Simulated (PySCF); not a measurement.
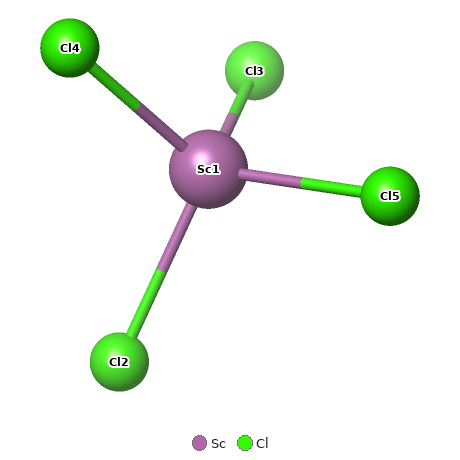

Rigid scan of ScCl₄⁻, singlet, from a minimum of the shape that electron-pair counting expects: all bonds to atom 1 scaled (atom 1 is the central atom). PBE/def2-SVPD, PySCF, restricted determinant, no spin-orbit coupling; energies counted from the minimum. Splines pass through the computed points, which are marked.

Q: What does it cost to go to either end of the scan?

A: 259.9 kJ/mol at 0.88 and 570.5 kJ/mol at 1.35.

Q: Give the computed values.

A: In kJ/mol:
```csv
scale of the bond length,PBE
0.88,259.9
0.92,100.9
0.96,22.2
1.00,0.0
1.04,16.9
1.08,60.1
1.14,155.4
1.22,309.8
1.35,570.5
```

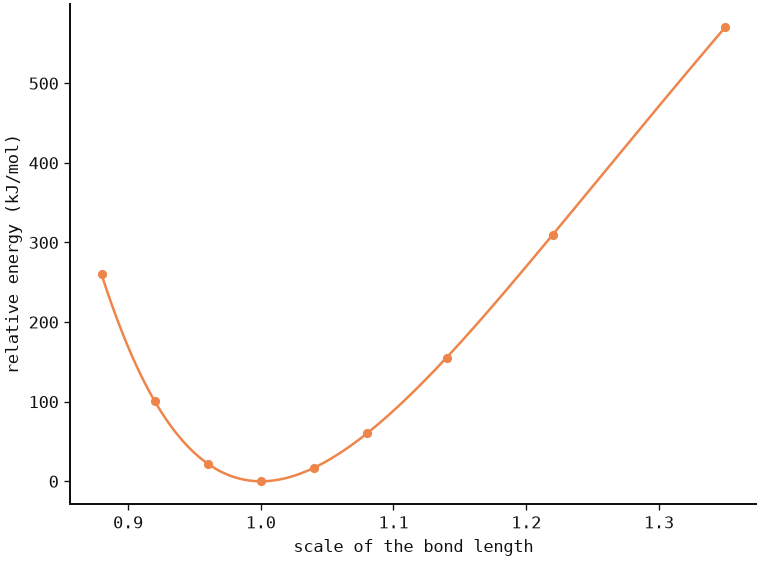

Known limits of this run: double-zeta basis on some or all atoms.
